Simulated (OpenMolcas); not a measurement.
## Cu³⁺ complex: multiconfigurational calculation

- system: Cu³⁺ with 6 ligands (H2O; octahedron, 2.01 Å), with no charges around it.
- method: state-averaged CASSCF, active space 8 electrons in the shell 3d, basis ANO-RCC-VTZP on the metal and ANO-RCC-VDZP on the ligands, DKH2 scalar Hamiltonian, spin-orbit coupling by RASSI with atomic mean-field integrals (OpenMolcas)

### Summary

```
                                 quantity                                                                 value
                                  outcome                                                             converged
      energy of the lowest spin-free term                                                   −2108.69215 hartree
    energy of the lowest spin-orbit level                                                   −2108.69299 hartree
largest spread among components of a term                                                              0.0 cm⁻¹
                                 hardware  1 thread of Arm Neoverse V1, 24 GiB of memory available, shared host
                                wall time                                                                  52 s
                              peak memory                                                               0.2 GiB
```

### Remarks

Without dynamic correlation the splittings between terms come out too large, often by 20 to 50 %. Limits: distances are set from ionic radii, not optimised.

### Input file
```
&GATEWAY
Coord
19

Cu 0.0 0.0 0.0
O 2.010000 0.000000 0.000000
H 2.586978 0.779741 0.000000
H 2.586978 -0.779741 0.000000
O 0.000000 2.010000 0.000000
H 0.000000 2.586978 0.779741
H 0.000000 2.586978 -0.779741
O -2.010000 0.000000 0.000000
H -2.586978 0.779741 0.000000
H -2.586978 -0.779741 0.000000
O 0.000000 -2.010000 0.000000
H 0.000000 -2.586978 0.779741
H 0.000000 -2.586978 -0.779741
O 0.000000 0.000000 2.010000
H 0.779741 0.000000 2.586978
H -0.779741 0.000000 2.586978
O 0.000000 0.000000 -2.010000
H 0.779741 0.000000 -2.586978
H -0.779741 0.000000 -2.586978
Basis=Cu.ANO-RCC-VTZP,H.ANO-RCC-VDZP,O.ANO-RCC-VDZP
Group=XYZ
NoMove
AngMom=0.0 0.0 0.0
AMFI
RICD
&SEWARD
&RASSCF
FileOrb=start.orb
Symmetry=1
Spin=3
nActEl=8 0 0
Inactive=18 21
Ras2=5 0
CIRoot=10 10 1
SDav=10
CIMx=300
Iter=150 100
PrWF=0.3
OrbListing=Nothing
MaxOrb=0
LevShft=1.0
>>> COPY $Project.JobIph JOB001
&RASSCF
FileOrb=start.orb
Symmetry=1
Spin=1
nActEl=8 0 0
Inactive=18 21
Ras2=5 0
CIRoot=15 15 1
SDav=15
CIMx=300
Iter=150 100
PrWF=0.3
OrbListing=Nothing
MaxOrb=0
LevShft=1.0
>>> COPY $Project.JobIph JOB002
&RASSI
NrOfJobIphs=2 10 15
1 2 3 4 5 6 7 8 9 10
1 2 3 4 5 6 7 8 9 10 11 12 13 14 15
IphNames
JOB001
JOB002
EJob
SpinOrbit
DIPRint=1.0
SOCoupling=1000.0
Subsets=2
Property=9
'ANGMOM' 1 'ANGMOM' 2 'ANGMOM' 3 'MLTPL  1' 1 'MLTPL  1' 2 'MLTPL  1' 3
'AMFI' 1 'AMFI' 2 'AMFI' 3
SOProperty=3
'ANGMOM' 1 'ANGMOM' 2 'ANGMOM' 3
```

The file start.orb holds starting orbitals from an earlier step. A driver script formed the levels outside the program, from RASSI's spin-orbit matrix and the active-space energies, averaged over the components of each term or state.

Launched with:
```bash
OMP_NUM_THREADS=1 MOLCAS_MEM=2457 MOLCAS_PROJECT=a pymolcas a.inp > a.log  # once for each step of the input, in one work folder
```

### The program's output (extracts)
```
--- SEWARD ---
Basis set label: CU.ANO-RCC...6S5P3D2F1G.

      Electronic valence basis set:
      ------------------
      Associated Effective Charge  29.000000 au
      Associated Actual Charge     29.000000 au
      Nuclear Model: Point charge

      Shell  nPrim  nBasis  Cartesian Spherical Contaminant
         s      21       6        X
         p      15       5        X
         d      10       3                 X
         f       6       2                 X
         g       4       1                 X
                  Relativistic Douglas-Kroll-Hess integrals:
                    - DKH order of Hamiltonian: 2
                    - DKH order of Properties : 0
                  Atomic mean-field integrals
--- RASSCF ---
Wave function specifications:
      -----------------------------

      Number of closed shell electrons          78
      Number of electrons in active shells       8
      Max number of holes in RAS1 space          0
      Max nr of electrons in RAS3 space          0
      Number of inactive orbitals               39
      Number of active orbitals                  5
      Number of secondary orbitals             159
      Spin quantum number                      1.0
      State symmetry                             1
Orbital specifications:
      -----------------------

      Symmetry species                           1   2
                                                ag  au
      Frozen orbitals                            0   0
      Inactive orbitals                         18  21
      Active orbitals                            5   0
      RAS1 orbitals                              0   0
      RAS2 orbitals                              5   0
      RAS3 orbitals                              0   0
      Secondary orbitals                        79  80
      Deleted orbitals                           0   0
      Number of basis functions                102 101
      Number of CSFs                            10
      Number of root(s) required                10
      Iter CI   SX   CI       RASSCF       Energy    max ROT     max BLB   max BLB  Level Ln srch  Step   QN
          iter iter root      energy       change     param      element    value   shift minimum  type update
 Nr of preliminary CI iterations:   1
      Total energies have been shifted. Add                -2000.00 au
        1   1   13    0  -108.11010216    0.00E+00  -8.31E-02   21  27 1  6.45E-01*  1.83   0.00    SX    NO
        2   1   15    0  -108.52330154   -4.13E-01* -6.59E-02    3  45 1 -2.09E-01*  1.38   0.00    SX    NO
        3   1   14    0  -108.59602339   -7.27E-02* -4.98E-02   13  52 1 -6.63E-02*  1.37   0.00    SX    NO
        4   1   14    0  -108.61072390   -1.47E-02* -2.66E-02   13  52 1 -3.10E-02*  1.30   0.00    SX    NO
        5   1   13    0  -108.61458775   -3.86E-03* -2.15E-02   13  52 1 -1.36E-02*  1.29   1.88    LS   YES
        6   1   12    0  -108.61566029   -1.07E-03* -1.88E-02    3  45 1  2.58E-02*  1.28   1.09    QN   YES
        7   1   12    0  -108.61640374   -7.43E-04*  5.60E-03   22  28 1 -6.39E-03*  1.26   1.06    QN   YES
        8   1   11    0  -108.61656012   -1.56E-04*  5.03E-03   22  28 1 -3.43E-03*  1.26   1.92    LS   YES
        9   1   11    0  -108.61660536   -4.52E-05*  8.42E-04    3  45 1 -2.00E-03*  1.26   1.00    QN   YES
       10   1   10    0  -108.61662009   -1.47E-05*  5.91E-04   13  46 1  7.19E-04*  1.26   1.70    LS   YES
       11   1   10    0  -108.61662319   -3.10E-06* -8.19E-04    2  45 1 -8.84E-04*  1.26   1.01    QN   YES
       12   1    9    0  -108.61662530   -2.11E-06* -5.28E-04    4  42 2  2.60E-04*  1.26   1.65    LS   YES
       13   1    8    0  -108.61662569   -3.92E-07* -2.25E-04    2  45 1  2.43E-04*  1.26   1.01    QN   YES
       14   1    7    0  -108.61662596   -2.68E-07* -1.67E-04    2  45 1  1.00E-04   1.26   1.74    LS   YES
       15   1    7    0  -108.61662602   -5.97E-08* -7.64E-05    6  24 2  7.54E-05   1.26   1.01    QN   YES
       16   1    7    0  -108.61662605   -3.73E-08* -9.05E-05   13  46 1 -4.45E-05   1.26   1.64    QN   YES
       17   1    5    0  -108.61662607   -1.86E-08* -1.38E-05   13  52 1 -1.06E-05   1.26   1.05    QN   YES
       18   1    5    0  -108.61662608   -5.79E-09   1.04E-05   19  23 2 -4.90E-06   1.26   1.02    QN   YES
      Convergence after 18 iterations
       19   1    5    0  -108.61662608   -3.93E-10   1.04E-05   13  46 1  1.98E-06   1.26   1.02    QN   YES
      Natural orbitals and occupation numbers for root  1
      sym 1:   2.000000   2.000000   1.000000   2.000000   1.000000
      Natural orbitals and occupation numbers for root  2
      sym 1:   1.000029   1.999971   1.000029   2.000000   1.999971
      Natural orbitals and occupation numbers for root  3
      sym 1:   2.000000   1.000100   1.999900   1.999900   1.000100
::    RASSCF root number  1 Total energy:  -2108.69214839
::    RASSCF root number  2 Total energy:  -2108.65282866
::    RASSCF root number  3 Total energy:  -2108.65282866
::    RASSCF root number  4 Total energy:  -2108.65282866
::    RASSCF root number  5 Total energy:  -2108.62427977
::    RASSCF root number  6 Total energy:  -2108.62427977
::    RASSCF root number  7 Total energy:  -2108.62427977
::    RASSCF root number  8 Total energy:  -2108.54759571
::    RASSCF root number  9 Total energy:  -2108.54759571
::    RASSCF root number 10 Total energy:  -2108.54759571
--- RASSCF ---
Wave function specifications:
      -----------------------------

      Number of closed shell electrons          78
      Number of electrons in active shells       8
      Max number of holes in RAS1 space          0
      Max nr of electrons in RAS3 space          0
      Number of inactive orbitals               39
      Number of active orbitals                  5
      Number of secondary orbitals             159
      Spin quantum number                      0.0
      State symmetry                             1
Orbital specifications:
      -----------------------

      Symmetry species                           1   2
                                                ag  au
      Frozen orbitals                            0   0
      Inactive orbitals                         18  21
      Active orbitals                            5   0
      RAS1 orbitals                              0   0
      RAS2 orbitals                              5   0
      RAS3 orbitals                              0   0
      Secondary orbitals                        79  80
      Deleted orbitals                           0   0
      Number of basis functions                102 101
      Number of CSFs                            15
      Number of root(s) required                15
      Iter CI   SX   CI       RASSCF       Energy    max ROT     max BLB   max BLB  Level Ln srch  Step   QN
          iter iter root      energy       change     param      element    value   shift minimum  type update
 Nr of preliminary CI iterations:   1
      Total energies have been shifted. Add                -2000.00 au
        1   1   11    0  -108.52611383    0.00E+00  -1.06E-02   22  28 1 -1.23E-02*  1.26   0.00    SX    NO
        2   1   11    0  -108.52707355   -9.60E-04*  8.92E-03   22  28 1 -5.33E-03*  1.25   0.00    SX    NO
        3   1   11    0  -108.52757873   -5.05E-04*  7.16E-03   22  28 1 -4.85E-03*  1.24   0.00    SX    NO
        4   1   10    0  -108.52786215   -2.83E-04*  5.94E-03   22  28 1 -2.93E-03*  1.24   0.00    SX    NO
        5   1   10    0  -108.52802711   -1.65E-04*  8.55E-03   22  28 1 -2.38E-03*  1.23   2.50    LS   YES
        6   1   10    0  -108.52818883   -1.62E-04*  1.07E-02   22  28 1 -1.70E-03*  1.23   2.31    LS   YES
        7   1   11    0  -108.52826540   -7.66E-05*  2.37E-03    9  34 2  2.12E-03*  1.22   1.05    QN   YES
        8   1   10    0  -108.52827859   -1.32E-05* -3.32E-03   22  28 1  1.11E-03*  1.22   1.41    QN   YES
        9   1    9    0  -108.52828926   -1.07E-05* -2.20E-03   22  28 1  8.85E-04*  1.22   1.67    LS   YES
       10   1   10    0  -108.52829133   -2.07E-06*  4.72E-04    9  34 2 -8.90E-04*  1.22   1.01    QN   YES
       11   1    9    0  -108.52829265   -1.32E-06*  2.22E-04   10  30 1  2.19E-04*  1.22   1.47    LS   YES
       12   1    8    0  -108.52829282   -1.70E-07*  1.94E-04   23  29 1 -1.88E-04*  1.22   1.00    QN   YES
       13   1    7    0  -108.52829297   -1.50E-07*  1.18E-04   23  29 1 -8.98E-05   1.22   1.61    LS   YES
       14   1    7    0  -108.52829301   -4.69E-08*  7.21E-05   10  24 1 -5.64E-05   1.22   1.26    QN   YES
       15   1    6    0  -108.52829303   -1.64E-08*  1.13E-05   10  24 1 -2.60E-05   1.22   1.26    QN   YES
       16   1    6    0  -108.52829303   -3.04E-09   6.09E-06   10  24 1 -1.07E-05   1.22   1.34    QN   YES
      Convergence after 16 iterations
       17   1    6    0  -108.52829303   -6.95E-10   6.09E-06   10  30 1 -3.77E-06   1.22   1.34    QN   YES
      Natural orbitals and occupation numbers for root  1
      sym 1:   1.997960   1.953331   1.038952   1.970804   1.038952
      Natural orbitals and occupation numbers for root  2
      sym 1:   1.950103   1.994733   1.038952   1.977259   1.038952
      Natural orbitals and occupation numbers for root  3
      sym 1:   1.886279   1.893132   1.109063   1.111663   1.999863
::    RASSCF root number  1 Total energy:  -2108.60533321
::    RASSCF root number  2 Total energy:  -2108.60533321
::    RASSCF root number  3 Total energy:  -2108.56706174
::    RASSCF root number  4 Total energy:  -2108.56706174
::    RASSCF root number  5 Total energy:  -2108.56706174
::    RASSCF root number  6 Total energy:  -2108.55369289
::    RASSCF root number  7 Total energy:  -2108.53604159
::    RASSCF root number  8 Total energy:  -2108.53604159
::    RASSCF root number  9 Total energy:  -2108.53604159
::    RASSCF root number 10 Total energy:  -2108.50270893
::    RASSCF root number 11 Total energy:  -2108.50270893
::    RASSCF root number 12 Total energy:  -2108.50020279
::    RASSCF root number 13 Total energy:  -2108.50020279
::    RASSCF root number 14 Total energy:  -2108.50020279
::    RASSCF root number 15 Total energy:  -2108.34469996
--- RASSI ---
SPIN-FREE ENERGIES:
  (Shifted by EMIN (a.u.) =      -2108.6921483850)

 SF State       Relative EMIN(au)   Rel lowest level(eV)    D:o, cm**(-1)

     1             0.0000000000        0.0000000000              0.0000
     2             0.0393197280        1.0699443068           8629.6828
     3             0.0393197280        1.0699443068           8629.6828
     4             0.0393197280        1.0699443068           8629.6828
     5             0.0678686183        1.8467991863          14895.4400
     6             0.0678686183        1.8467991863          14895.4400
     7             0.0678686183        1.8467991863          14895.4400
    11             0.0868151795        2.3623613809          19053.7295
    12             0.0868151795        2.3623613809          19053.7295
    13             0.1250866411        3.4037809061          27453.3445
    14             0.1250866411        3.4037809061          27453.3445
    15             0.1250866411        3.4037809061          27453.3445
    16             0.1384554938        3.7675659190          30387.4685
     8             0.1445526755        3.9334786869          31725.6452
     9             0.1445526755        3.9334786869          31725.6452
    10             0.1445526755        3.9334786869          31725.6452
    17             0.1561067968        4.2478823432          34261.4817
    18             0.1561067968        4.2478823432          34261.4817
    19             0.1561067968        4.2478823432          34261.4817
    20             0.1894394509        5.1549100690          41577.1537
    21             0.1894394509        5.1549100690          41577.1537
    22             0.1919455943        5.2231057059          42127.1886
    23             0.1919455943        5.2231057059          42127.1886
    24             0.1919455943        5.2231057059          42127.1886
    25             0.3474484202        9.4545531620          76256.1139
     Dipole printing threshold changed to   1.00000000E+00
Eigenvalues of complex Hamiltonian:
   -----------------------------------
  (Shifted by EMIN (a.u.) =      -2108.6921483850)

 SO State       Relative EMIN(au)   Rel lowest level(eV)    D:o, cm**(-1)

     1            -0.0008429991        0.0000000000              0.0000
     2            -0.0008429991        0.0000000000              0.0000
     3            -0.0008429991        0.0000000000              0.0000
     4             0.0367867013        1.0239563138           8258.7646
     5             0.0367867013        1.0239563135           8258.7646
     6             0.0377607774        1.0504622722           8472.5496
     7             0.0377607773        1.0504622718           8472.5496
     8             0.0377607773        1.0504622719           8472.5496
     9             0.0403958640        1.1221666323           9050.8843
    10             0.0403958640        1.1221666326           9050.8843
    11             0.0403958640        1.1221666325           9050.8843
    12             0.0412953098        1.1466417988           9248.2898
    13             0.0622259642        1.7161939220          13842.0375
    14             0.0655977896        1.8079459641          14582.0676
    15             0.0655977896        1.8079459640          14582.0676
    16             0.0655977896        1.8079459638          14582.0676
    17             0.0701496740        1.9318090487          15581.0908
    18             0.0701496740        1.9318090489          15581.0908
    19             0.0708793395        1.9516642586          15741.2338
    20             0.0708793395        1.9516642585          15741.2338
    21             0.0708793395        1.9516642589          15741.2338
    22             0.0882501850        2.4243490452          19553.6937
    23             0.0882501850        2.4243490453          19553.6937
    24             0.1235990863        3.3862416508          27311.8808
    25             0.1235990863        3.3862416508          27311.8808
    26             0.1235990863        3.3862416508          27311.8808
    27             0.1384586676        3.7905914571          30573.1819
    28             0.1431088565        3.9171295443          31593.7804
    29             0.1431088565        3.9171295443          31593.7804
    30             0.1445688592        3.9568582401          31914.2140
    31             0.1445688592        3.9568582402          31914.2140
    32             0.1445688592        3.9568582402          31914.2140
    33             0.1462311910        4.0020925938          32279.0537
    34             0.1462311910        4.0020925938          32279.0537
    35             0.1462311910        4.0020925938          32279.0537
    36             0.1477954827        4.0446591387          32622.3760
    37             0.1562833734        4.2756264127          34485.2527
    38             0.1562833734        4.2756264127          34485.2527
    39             0.1562833734        4.2756264127          34485.2527
    40             0.1897002354        5.1849455512          41819.4062
    41             0.1897002354        5.1849455512          41819.4062
Weights of the five most important spin-orbit-free states for each spin-orbit state.

 SO State  Total energy (au)           Spin-free states, spin, and weights
 -------------------------------------------------------------------------------------------------------
    1        -0.000843       1 1.0  0.9816    4 1.0  0.0084    3 1.0  0.0065    2 1.0  0.0026   13 0.0  0.0005
    2        -0.000843       1 1.0  0.9816    4 1.0  0.0074    2 1.0  0.0063    3 1.0  0.0039   14 0.0  0.0005
    3        -0.000843       1 1.0  0.9816    2 1.0  0.0086    3 1.0  0.0071    4 1.0  0.0018   15 0.0  0.0006
    4         0.036787       3 1.0  0.5593    4 1.0  0.3871    7 1.0  0.0205    2 1.0  0.0158    6 1.0  0.0080
    5         0.036787       2 1.0  0.6257    4 1.0  0.2544    3 1.0  0.0822    5 1.0  0.0180    6 1.0  0.0131
    6         0.037761       3 1.0  0.4919    4 1.0  0.4889    6 1.0  0.0093    5 1.0  0.0092   17 0.0  0.0005
    7         0.037761       4 1.0  0.4913    2 1.0  0.4889    7 1.0  0.0093    6 1.0  0.0085    5 1.0  0.0007
    8         0.037761       2 1.0  0.4919    3 1.0  0.4883    7 1.0  0.0092    5 1.0  0.0087    6 1.0  0.0007
    9         0.040396       4 1.0  0.4850    3 1.0  0.4818    1 1.0  0.0174    6 1.0  0.0070    5 1.0  0.0069
   10         0.040396       2 1.0  0.4850    4 1.0  0.4813    1 1.0  0.0174    7 1.0  0.0070    6 1.0  0.0063
   11         0.040396       3 1.0  0.4846    2 1.0  0.4818    1 1.0  0.0174    7 1.0  0.0069    5 1.0  0.0064
   12         0.041295       2 1.0  0.3333    4 1.0  0.3333    3 1.0  0.3333    5 1.0  0.0000    7 1.0  0.0000
```

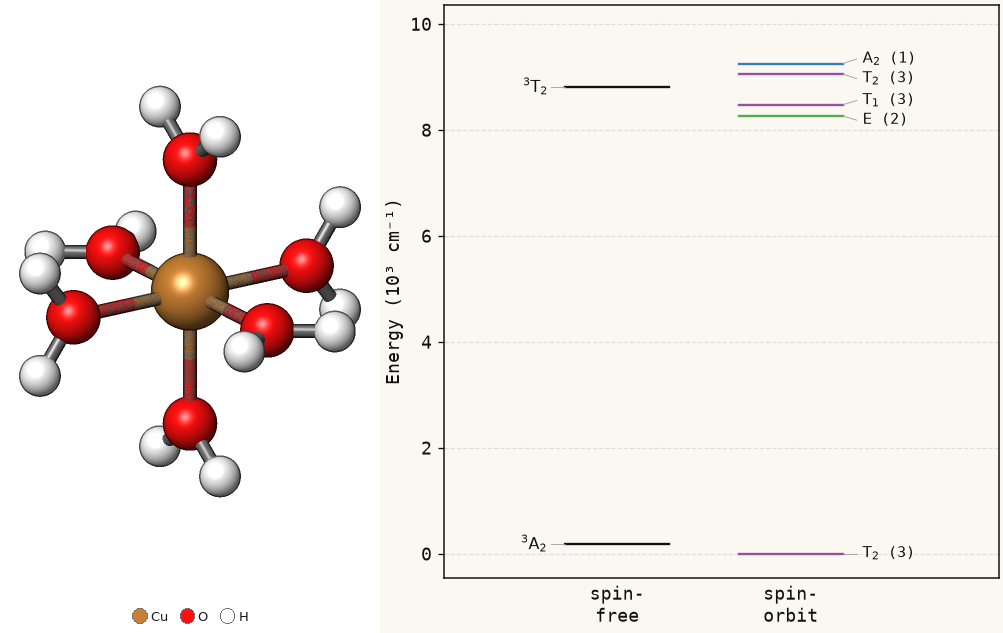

Cu³⁺ (3d⁸) with 6 ligands, H₂O, at 2.01 Å (arrangement: octahedron, Th), and its levels. Labels give the representation in O, Td, D4 or D3 as the site allows (double group for half-integer spin) where it could be assigned and, in brackets, the degeneracy; spin-free states, where drawn, share the zero of the spin-orbit levels. The ground level is T₂, 3-fold degenerate, 100 % from states of spin multiplicity 3. The next level lies at 8,260 cm⁻¹ (E). The lowest spin-free state is ³A₂; of the same spin there follows at 8,630 cm⁻¹ (³T₂) above it. The active orbitals hold 90 to 98 % metal character (Löwdin), and the Mulliken charge of the metal is +2.15.
